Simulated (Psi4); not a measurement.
**C2H5In (SMILES C=[CH][InH2]), step by step**

Wanted: a series of 9 runs (PBE0-D4/def2-TZVP, PBE-D4/def2-TZVPP, r2SCAN-D4/def2-TZVPP, B3LYP-D4/def2-TZVPP, PBE0-D4/def2-TZVPP, wB97M-V/def2-TZVPP, CCSD(T)/def2-TZVPP, MP2/def2-QZVPP) of C2H5In. 

The results are computed with Psi4 1.11.

## (1) The structure to begin with

C2H5In: 8 atoms, total charge 0, spin state singlet. SMILES: `C=[CH][InH2]`. The run starts from this shape.

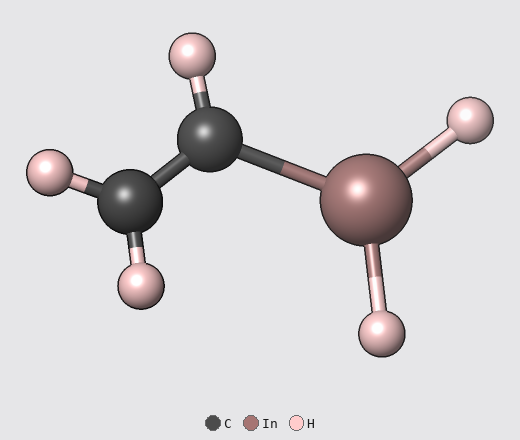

Viewed from a chosen angle; carbon dark grey, indium brown, hydrogen pink.

## (2) A geometry optimisation at PBE0-D4/def2-TZVP (density fitting, core potential) (run 2)

Input file calc.dat:

```
memory 3300 mb

molecule mol {
  0 1
  C     -1.024850     1.096550    -0.026170
  C      0.191050     0.659350    -0.351620
  In     0.861770    -1.281070     0.233990
  H     -1.723720     0.492150     0.547730
  H     -1.387430     2.082220    -0.315190
  H      0.829490     1.326930    -0.927890
  H      2.429930    -1.865110    -0.180220
  H     -0.262350    -2.225490     1.145180
  units angstrom
  symmetry c1
}

set {
  reference               rks
  scf_type                df
  geom_maxiter            50
  max_force_g_convergence 0.0002
}

e_tot, wfn = optimize("pbe0-d4/def2-TZVP", return_wfn=True)
```

Command:

```sh
psi4 -i calc.dat -o calc.out -n 2
```

calc.out (excerpt; [...] marks lines left out):

```text
[...]
    !!!  WARNING: ECP capability is in beta. Please check occupations closely.  !!!
[...]
  Running in c1 symmetry.
[...]
  Nuclear repulsion =  108.799912899177784
[...]
  Multiplicity = 1
[...]
  Nalpha       = 19
  Nbeta        = 19
[...]
    Number of basis functions: 142
[...]
   @DF-RKS iter   1:  -268.79449747790375   -9.05758e-01   6.39572e-03 DIIS/ADIIS
[...]
   @DF-RKS iter  12:  -269.21802522987286   -2.67164e-12   4.13154e-09 DIIS
[...]
    Orbital Energies [Eh]
    ---------------------
    Doubly Occupied:
       1A    -10.229481     2A    -10.221553     3A     -4.706301
       4A     -3.108534     5A     -3.095777     6A     -3.094906
       7A     -0.793702     8A     -0.777215     9A     -0.772036
      10A     -0.771874    11A     -0.768667    12A     -0.757453
      13A     -0.577972    14A     -0.474431    15A     -0.432176
      16A     -0.394357    17A     -0.296244    18A     -0.293832
      19A     -0.279015
[...]
  @DF-RKS Final Energy:  -269.21802522987286
   => Energetics <=
    Nuclear Repulsion Energy =            108.7999128991777837
    One-Electron Energy =                -656.6043491541703361
    Two-Electron Energy =                 300.8998012521950614
    DFT Exchange-Correlation Energy =     -22.3092726887046737
    Empirical Dispersion Energy =          -0.0041175383707261
    VV10 Nonlocal Energy =                  0.0000000000000000
    Total Energy =                       -269.2180252298728647
[...]
 Multipole Moments:
 ------------------------------------------------------------------------------------
     Multipole            Electronic (a.u.)      Nuclear  (a.u.)        Total (a.u.)
 ------------------------------------------------------------------------------------
 L = 1.  Multiply by 2.5417464519 to convert [e a0] to [Debye]
 Dipole X            :         19.7550608          -19.8208822           -0.0658213
 Dipole Y            :        -31.4977156           31.7308552            0.2331396
 Dipole Z            :          5.6984142           -5.7751621           -0.0767479
 Magnitude           :                                                    0.2541196
[...]
  -Total Gradient:
     Atom            X                  Y                   Z
    ------   -----------------  -----------------  -----------------
       1       -0.000042877869     0.000016889133    -0.000039587819
       2        0.000008363236     0.000011345963     0.000032174838
       3        0.000037760429    -0.000018351607    -0.000013765096
       4        0.000014875683     0.000009482388     0.000009427523
       5        0.000014873820    -0.000009186564     0.000003280025
       6       -0.000003633516    -0.000005189591    -0.000001958357
       7       -0.000003554937     0.000016013500    -0.000009207666
       8       -0.000021453884     0.000027492705    -0.000004021711
[...]
    Final optimized geometry and variables:
    Molecular point group: c1
    Full point group: C1
    Geometry (in Angstrom), charge = 0, multiplicity = 1:
    C           -1.642456556078     1.974118827988    -0.183347477772
    C           -0.426556556078     1.536918827988    -0.508797477772
    IN           0.244163443922    -0.403501172012     0.076812522228
    H           -2.341326556078     1.369718827988     0.390552522228
    H           -2.005036556078     2.959788827988    -0.472367477772
    H            0.211883443922     2.204498827988    -1.085067477772
    H            1.812323443922    -0.987541172012    -0.337397477772
    H           -0.879956556078    -1.347921172012     0.988002522228
    Psi4 run time: 0:00:16.61
```

The script printed:

```text
Optimizer: Optimization complete!
```

Wall time 19 s (2 threads of Intel Xeon Platinum 8259CL at 2.50GHz (Skylake/Cascade Lake), shared host); peak memory 0.91 GiB.

## (3) Vibrational wavenumbers at PBE0-D4/def2-TZVP (density fitting, core potential) (run 3)

Input file c2h5in.in:

```
memory 3300 MB

molecule {
  0 1
  C     -1.93668582     2.07217918    -0.04945413
  C      0.36103218     1.24599092    -0.66446550
  In     1.62850928    -2.42087145     0.44217702
  H     -3.25735872     0.93002871     1.03505969
  H     -2.62186272     3.93482553    -0.59562278
  H      1.56750892     2.50753429    -1.75345797
  H      4.59190220    -3.52454709    -0.34056644
  H     -0.49576965    -4.20556659     2.16407656
  units au
  symmetry c1
}

set basis def2-TZVP
set scf_type df
set rotational_symmetry_number 1

frequencies('pbe0-d4')
print_variables()
```

Command:

```sh
psi4 c2h5in.in c2h5in.out -n 2
```

c2h5in.out (excerpt; [...] marks lines left out):

```text
[...]
  Running in c1 symmetry.
[...]
  Nuclear repulsion =  108.799912912981071
[...]
  Multiplicity = 1
[...]
  Nalpha       = 19
  Nbeta        = 19
[...]
    Number of basis functions: 142
[...]
   @DF-RKS iter   1:  -268.81475248944508   -8.90280e-01   6.24477e-03 ADIIS/DIIS
[...]
   @DF-RKS iter  12:  -269.21802497173826   -3.01270e-12   4.05695e-09 DIIS
[...]
  @DF-RKS Final Energy:  -269.21802497173826
   => Energetics <=
    Nuclear Repulsion Energy =            108.8057673734628992
    One-Electron Energy =                -656.6161778333166694
    Two-Electron Energy =                 300.9059500481937448
    DFT Exchange-Correlation Energy =     -22.3094467752766548
    Empirical Dispersion Energy =          -0.0041177848015520
    VV10 Nonlocal Energy =                  0.0000000000000000
    Total Energy =                       -269.2180249717382594
[...]
  -Total Gradient:
     Atom            X                  Y                   Z
    ------   -----------------  -----------------  -----------------
       1       -0.000042686614     0.000018659197    -0.000039312195
       2       -0.000008084852     0.000013544299     0.000042485675
       3       -0.000008701252    -0.000156829680     0.000066179748
       4        0.000015785562     0.000010756207     0.000011256562
       5        0.000013963445    -0.000009911517     0.000001343609
       6       -0.000000601950    -0.000010155535    -0.000004185472
       7       -0.000103418199     0.000032855263     0.000028763911
       8        0.000138093556     0.000149554912    -0.000130051626
[...]
  ==> Harmonic Vibrational Analysis <==
[...]
  Freq [cm^-1]                 141.8196            193.0175            379.7086
[...]
  IR activ [km/mol]             0.0025              3.8564             67.1608
[...]
  Freq [cm^-1]                 402.2147            515.9657            548.4549
[...]
  IR activ [km/mol]             0.7841             102.0364            152.6176
[...]
  Freq [cm^-1]                 602.2042           1003.4368           1004.9828
[...]
  IR activ [km/mol]            122.4458            12.1899             34.4119
[...]
  Freq [cm^-1]                1056.7207           1272.3851           1434.3159
[...]
  IR activ [km/mol]            13.9695             10.8162             15.1969
[...]
  Freq [cm^-1]                1644.3020           1804.3639           1815.8129
[...]
  Freq [cm^-1]                3105.9396           3138.7124           3186.7516
[...]
```

Standard output:

```text
Warning: used thermodynamics relations inappropriate for low-frequency modes: ['141.8196' '193.0175' '379.7086' '402.2147' '515.9657' '548.4549'
 '602.2042']
```

Wall time 8 min (2 threads of Intel Xeon Platinum 8259CL at 2.50GHz (Skylake/Cascade Lake), shared host); peak memory 1.1 GiB.

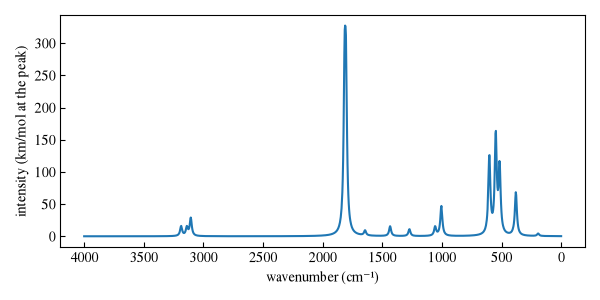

Harmonic infrared spectrum, unscaled, lines broadened by 10 cm⁻¹.

## (4) A single-point energy at PBE-D4/def2-TZVPP (density fitting, core potential) (run 4)

Input file c2h5in.inp:

```
memory 3.3 GB

molecule {
  0 1
  C
  C 1 1.332469
  In 2 2.134955 1 121.19128
  H 1 1.087695 2 122.19906 3 0.08135
  H 1 1.089285 4 115.40025 2 -179.97076
  H 2 1.08874 1 117.59334 4 -179.99021
  H 3 1.72389 2 121.85662 6 -0.04409
  H 3 1.727959 7 122.22971 2 179.97582
  symmetry c1
}

set basis def2-TZVPP
set scf_type df
set dft_radial_points 99
set dft_spherical_points 590

energy("pbe-d4")
```

Command:

```sh
psi4 -n 2 c2h5in.inp c2h5in.out
```

c2h5in.out (excerpt; [...] marks lines left out):

```text
[...]
    !!!  WARNING: ECP capability is in beta. Please check occupations closely.  !!!
[...]
  Running in c1 symmetry.
[...]
  Nuclear repulsion =  108.799929576073524
[...]
  Multiplicity = 1
[...]
  Nalpha       = 19
  Nbeta        = 19
[...]
    Number of basis functions: 182
[...]
   @DF-RKS iter   1:  -268.58969475657938   -5.75492e-01   5.97122e-03 DIIS/ADIIS
[...]
   @DF-RKS iter  10:  -269.20832801180728   -2.85412e-08   2.18075e-07 DIIS
[...]
    Orbital Energies [Eh]
    ---------------------
    Doubly Occupied:
       1A     -9.890132     2A     -9.883259     3A     -4.471601
       4A     -2.920622     5A     -2.907563     6A     -2.906733
       7A     -0.699759     8A     -0.684041     9A     -0.678752
      10A     -0.678589    11A     -0.675798    12A     -0.665583
      13A     -0.505487    14A     -0.414269    15A     -0.376864
      16A     -0.340881    17A     -0.254962    18A     -0.252227
      19A     -0.235617
[...]
  @DF-RKS Final Energy:  -269.20832801180728
   => Energetics <=
    Nuclear Repulsion Energy =            108.7999295760735237
    One-Electron Energy =                -656.5021131506995289
    Two-Electron Energy =                 307.7377011868218233
    DFT Exchange-Correlation Energy =     -29.2389586258040239
    Empirical Dispersion Energy =          -0.0048869981991006
    VV10 Nonlocal Energy =                  0.0000000000000000
    Total Energy =                       -269.2083280118072821
[...]
 Multipole Moments:
 ------------------------------------------------------------------------------------
     Multipole            Electronic (a.u.)      Nuclear  (a.u.)        Total (a.u.)
 ------------------------------------------------------------------------------------
 L = 1.  Multiply by 2.5417464519 to convert [e a0] to [Debye]
 Dipole X            :         -0.0015310            0.0015716            0.0000405
 Dipole Y            :        -26.1970880           26.4448081            0.2477201
 Dipole Z            :         26.9476827          -27.0876121           -0.1399294
 Magnitude           :                                                    0.2845092
[...]
```

Wall time 23 s (2 threads of Intel Xeon Platinum 8259CL at 2.50GHz (Skylake/Cascade Lake), shared host); peak memory 2.1 GiB.

Runs 5 to 9 aren't shown in full; the table further down has their settings and results.

## (5) A single-point energy at MP2/def2-QZVPP (density fitting, core potential, density fitting for correlation) (run 10)

Input file job.in:

```
memory 3.3 GB

molecule geom {
  C     -1.93668582     2.07217918    -0.04945413
  C      0.36103218     1.24599092    -0.66446550
  In     1.62850928    -2.42087145     0.44217702
  H     -3.25735872     0.93002871     1.03505969
  H     -2.62186272     3.93482553    -0.59562278
  H      1.56750892     2.50753429    -1.75345797
  H      4.59190220    -3.52454709    -0.34056644
  H     -0.49576965    -4.20556659     2.16407656
  units bohr
  symmetry c1
}

set scf_type df
set num_frozen_docc 6

e_tot = energy('mp2/def2-QZVPP')
print_variables()
```

Command:

```sh
psi4 job.in job.out -n 2
```

job.out (excerpt; [...] marks lines left out):

```text
[...]
    !!!  WARNING: ECP capability is in beta. Please check occupations closely.  !!!
[...]
  Running in c1 symmetry.
[...]
  Nuclear repulsion =  108.799912912981085
[...]
  Multiplicity = 1
[...]
  Nalpha       = 19
  Nbeta        = 19
[...]
    Number of basis functions: 346
[...]
   @DF-RHF iter   1:  -267.65678679256257   -1.46637e+00   1.70784e-03 DIIS/ADIIS
[...]
   @DF-RHF iter  11:  -267.82951066517683   -1.26192e-10   8.20352e-09 DIIS
[...]
    Orbital Energies [Eh]
    ---------------------
    Doubly Occupied:
       1A    -11.235356     2A    -11.217509     3A     -5.373275
       4A     -3.634583     5A     -3.625729     6A     -3.624969
       7A     -1.040276     8A     -1.020738     9A     -1.015849
      10A     -1.015581    11A     -1.012531    12A     -0.998615
      13A     -0.763175    14A     -0.624565    15A     -0.570850
      16A     -0.521407    17A     -0.402981    18A     -0.385139
      19A     -0.376455
[...]
  @DF-RHF Final Energy:  -267.82951066517683
   => Energetics <=
    Nuclear Repulsion Energy =            108.7999129129810854
    One-Electron Energy =                -656.3396764526207789
    Two-Electron Energy =                 279.7102528744628671
    Total Energy =                       -267.8295106651768265
[...]
 Multipole Moments:
 ------------------------------------------------------------------------------------
     Multipole            Electronic (a.u.)      Nuclear  (a.u.)        Total (a.u.)
 ------------------------------------------------------------------------------------
 L = 1.  Multiply by 2.5417464519 to convert [e a0] to [Debye]
 Dipole X            :         19.7736318          -19.8208821           -0.0472504
 Dipole Y            :        -31.5263757           31.7308552            0.2044795
 Dipole Z            :          5.7034007           -5.7751621           -0.0717614
 Magnitude           :                                                    0.2217976
[...]
```

It took 14 s on 2 threads of Intel Xeon Platinum 8259CL at 2.50GHz (Skylake/Cascade Lake), shared host; peak memory 1.1 GiB.

## (6) All runs side by side

```tsv
run	level	task	geom maxiter	energy (Eh)	dipole moment (D)	HOMO energy (eV)	LUMO energy (eV)	wall time
2	PBE0-D4/def2-TZVP (density fitting, core potential)	optimise	50	-269.218025	0.65	-7.59	-1.77	19 s
3	PBE0-D4/def2-TZVP (density fitting, core potential)	frequencies	–	-269.218025	0.65	–	–	8 min
4	PBE-D4/def2-TZVPP (density fitting, core potential)	energy	–	-269.208328	0.72	-6.41	-2.54	23 s
5	r2SCAN-D4/def2-TZVPP (density fitting, core potential)	energy	–	-269.337375	0.69	-6.64	-2.30	56 s
6	B3LYP-D4/def2-TZVPP (density fitting, core potential)	energy	–	-269.402851	0.67	-7.41	-2.05	21 s
7	PBE0-D4/def2-TZVPP (density fitting, core potential)	properties	–	-269.219298	0.64	-7.59	-1.77	20 s
8	wB97M-V/def2-TZVPP (density fitting, core potential)	energy	–	-269.217819	0.55	-9.83	-0.27	69 s
9	CCSD(T)/def2-TZVPP (density fitting, core potential, density fitting for correlation)	energy	–	-268.494924	–	-10.24	0.72	3.9 min
10	MP2/def2-QZVPP (density fitting, core potential, density fitting for correlation)	energy	–	-268.659025	–	-10.24	0.65	14 s
```

## (7) Outcome

```
                                                           quantity          value
                               run 10, MP2/def2-QZVPP: total energy  -268.65902 Eh
        run 10, MP2/def2-QZVPP: HOMO energy (Hartree–Fock orbitals)      -10.24 eV
        run 10, MP2/def2-QZVPP: LUMO energy (Hartree–Fock orbitals)        0.65 eV
      run 10, MP2/def2-QZVPP: HOMO–LUMO gap (Hartree–Fock orbitals)       10.89 eV
run 10, MP2/def2-QZVPP: correlation energy (6 core orbitals frozen)     -829.5 mEh
```

In words: Over runs 2, 3, 4, 5, 6, 7, 8 the dipole moment (its size) runs from 0.55 D (wB97M-V/def2-TZVPP) to 0.72 D (PBE-D4/def2-TZVPP). Over runs 2, 4, 5, 6, 7, 8 the HOMO–LUMO gap runs from 3.87 eV (PBE-D4/def2-TZVPP) to 9.56 eV (wB97M-V/def2-TZVPP). Totals of different functionals can't be ranked against each other. All runs together took 16 min, the longest 8 min.
